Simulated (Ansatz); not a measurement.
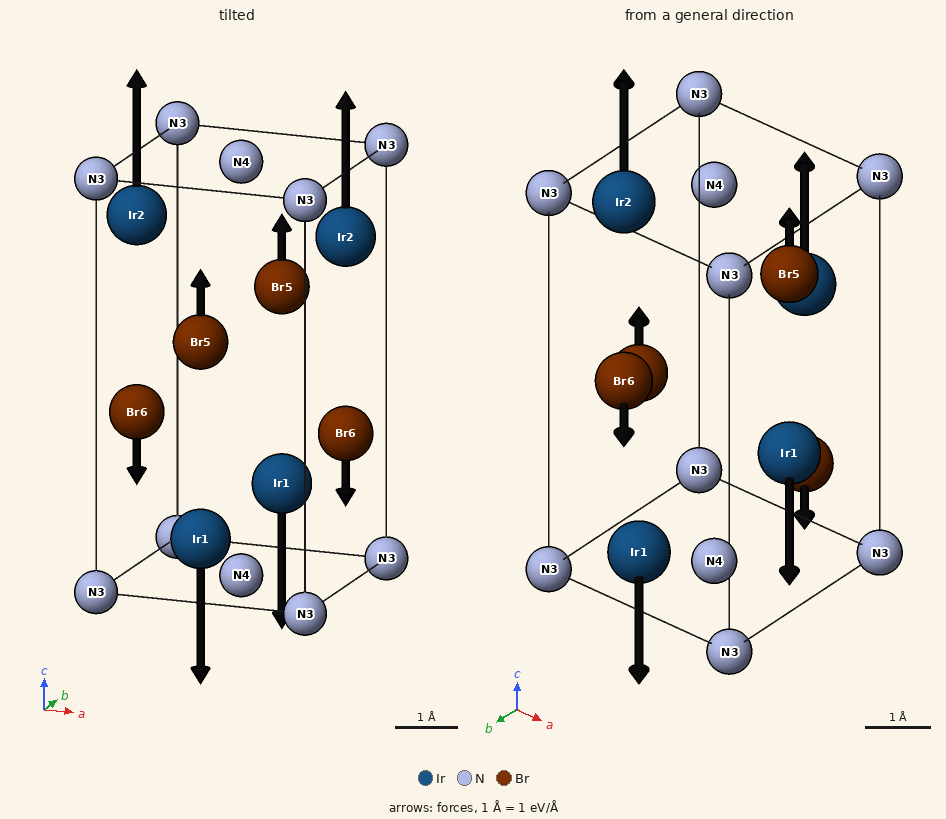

We look at a spheres-only model of the crystal slightly off an axis and from a general direction. The wireframe shows the simulation cell. The arrows are the computed forces on the atoms.

System: IrBrN. Computational set-up: DFT, PAW plane waves, r2SCAN, spin-orbit in Ansatz, a cutoff energy of 500 eV, Brillouin-zone sampling on a 5×5×3 mesh, Fermi-Dirac smearing of 0.036 eV, spinor wavefunctions.

Is this an equilibrium geometry?

Answer. No. The atoms still feel forces of up to about 2 eV/Å, far above a usual threshold of 0.01 to 0.03 eV/Å.

Identify the atom with the maximum force.

Answer. Ir1 and Ir2, about 2 eV/Å.

The structure is a generated cell, made by putting these elements into a known structure type (the compound may or may not exist in this form); no relaxation was done. Ansatz was used for an electronic-structure calculation on it.
